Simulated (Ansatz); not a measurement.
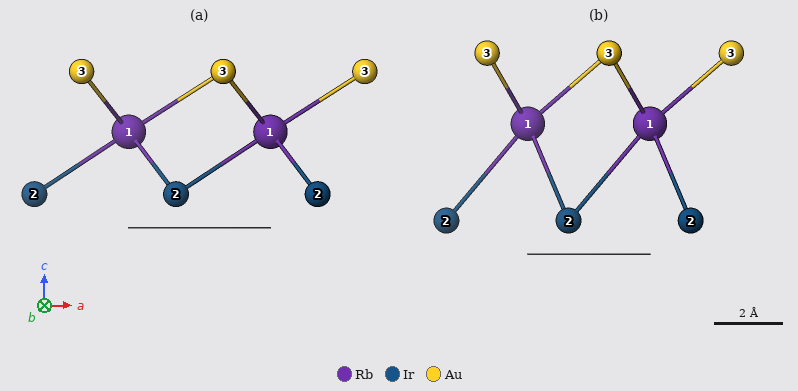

The structure of a free-standing layer of RbIrAu (a generated structure, set up in P3m1) (coarse preliminary run) before (left) and after (right) a relaxation, at one scale.

The picture is a ball-and-stick view of the cell of the calculation, outlined in the plane, without the vacuum, seen along the b axis.

These are results of Ansatz 0.2.0, DFT PBE, scalar-relativistic, plane waves, PAW, not measurements.

The input:
```yaml
crystal:
  lattice:
    - [4.86654903, 0.0, 0.0]
    - [-2.43327504, 4.21455526, 0.0]
    - [0.0, 0.0, 18.0]
  atoms:
    - { symbol: Rb, position: [0.0, 0.0, 0.50166667] }
    - { symbol: Ir, position: [0.33333333, 0.66666667, 0.39859507] }
    - { symbol: Au, position: [0.66666667, 0.33333333, 0.60140493] }
  periodic: [true, true, false]
basis:
  ecutwfc: 420
kpoints:
  mp_grid: { grid: [6, 6, 1] }
hamiltonian:
  xc: pbe
scf:
  occupations: { method: gaussian, width: 0.1 }
  lower_state_search: "off"
output:
  forces: true
  stress: true
  eigenvalues: true
relax:
  adjacent_minimum: "off"
  f_tol: 0.04
  max_steps: 70
  cell: { stress_2d_tol: 0.16 }
```

Command:
```bash
ansatz run input.yaml --threads 1 --pin off --max-ram 2560MiB --backend cpu --events-out ev --progress --plain --runs-dir out
```

Question: What changed between the two?

Answer: The run failed before the relaxation converged. After 5 geometry steps the energy has fallen by 0.635 eV per cell of the calculation. The largest force component goes from 0.16 to 0.63 eV/Å. The largest move relative to the cell and the layer's centre is that of Ir2, 0.79 Å along the normal (−c). Largest moves by element: Ir 0.79 Å, Au 0.55 Å, Rb 0.24 Å. In the plane the drawn cell goes a 4.867 → 4.197 Å (−13.8 %), b 4.867 → 4.197 Å (−13.8 %). Near-neighbour distances that change, for instance: Rb1–Ir2 3.367 → 3.764 Å, Rb1–Au3 3.334 → 3.208 Å. Among the angles between lasting bonds that change: Ir2–Rb1–Ir2 92.6° → 67.8°, Rb1–Ir2–Rb1 92.6° → 67.8°, Ir2–Rb1–Au3 86.9° → 105.0°. The program noted that it reset the height of the cell. Cost: 3.1 min on 1 thread of Arm Neoverse N1, on a shared host, peak memory 0.68 GiB.
